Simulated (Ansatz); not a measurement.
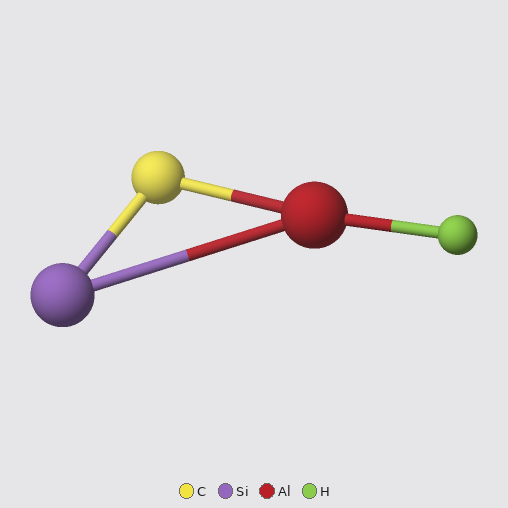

Ball-and-stick drawing of a structure. Every bond is drawn as one stick, whatever its order.

Identify the structure.

Formula CHAlSi. The point group is Cs. All atoms lie on one plane. Coordination, clear cases only: 1 Al T-shaped.

The parts below concern this one geometry. Atoms keep their numbers from picture to picture. The geometry was computed by an optimisation with PBE0-D4/def2-TZVP. No frequency run is at hand to confirm it as a minimum.

Geometry

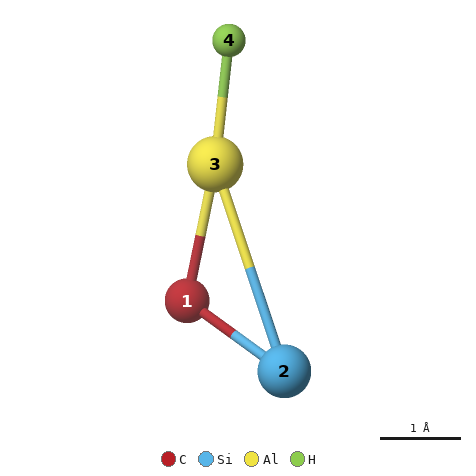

No frequency run is at hand to confirm it as a minimum.

Give these bond angles: Si2–C1–Al3, C1–Si2–Al3, C1–Al3–Si2, C1–Al3–H4, Si2–Al3–H4.

```csv
angle,degrees
Si2–C1–Al3,106.8
C1–Si2–Al3,37.7
C1–Al3–Si2,35.5
C1–Al3–H4,173.9
Si2–Al3–H4,150.6
```

Electronic properties

No frequency run is at hand to confirm it as a minimum. Level of theory: RKS PBE0-D4/def2-TZVPP (Ansatz 0.2.0).

**Give the LUMO energy (Kohn–Sham orbital) at this level.**

−1.59 eV.

**Estimate the HOMO energy (Kohn–Sham orbital).**

−6.50 eV.

Dipole moment

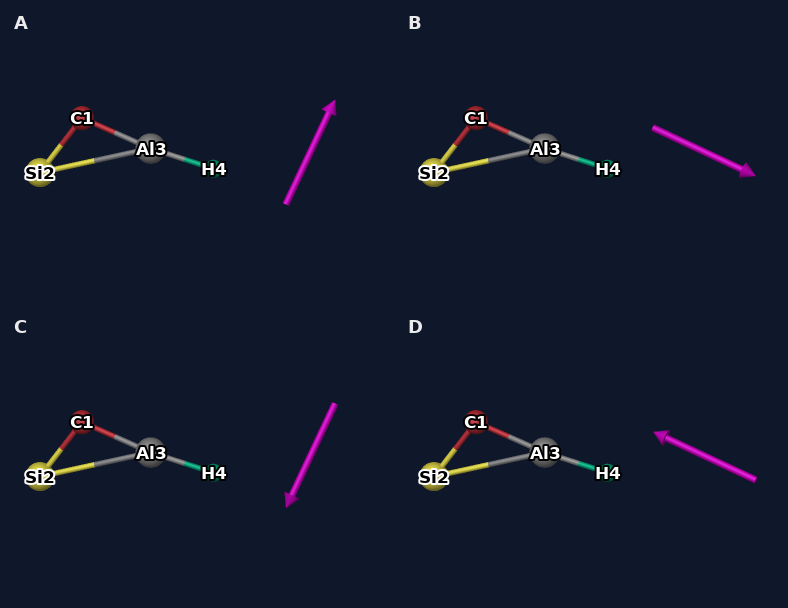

The same molecule four times, each with an arrow. No frequency run is at hand to confirm it as a minimum. Level of theory: RKS PBE0-D4/def2-TZVP (Ansatz 0.2.0).

**Which arrow points along the dipole moment, from the negative to the positive end?**

B. The dipole moment is 3.09 D; it points from the side of Si2 to the side of H4 (the outermost atoms at the two ends).

Charges

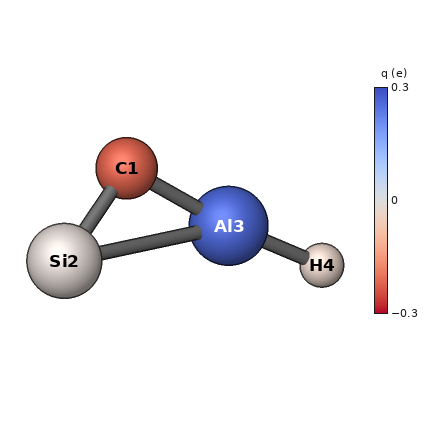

Atoms are coloured by their Mulliken charges. No frequency run is at hand to confirm it as a minimum. Method: RKS PBE0-D4/def2-TZVP (Ansatz 0.2.0).

List the Mulliken charges.

```json
{"atom": "C1", "value (e)": "−0.22"}
{"atom": "Si2", "value (e)": "−0.01"}
{"atom": "Al3", "value (e)": "0.26"}
{"atom": "H4", "value (e)": "−0.03"}
```

Mulliken values depend strongly on the basis set and can even reverse the polarity of a bond.
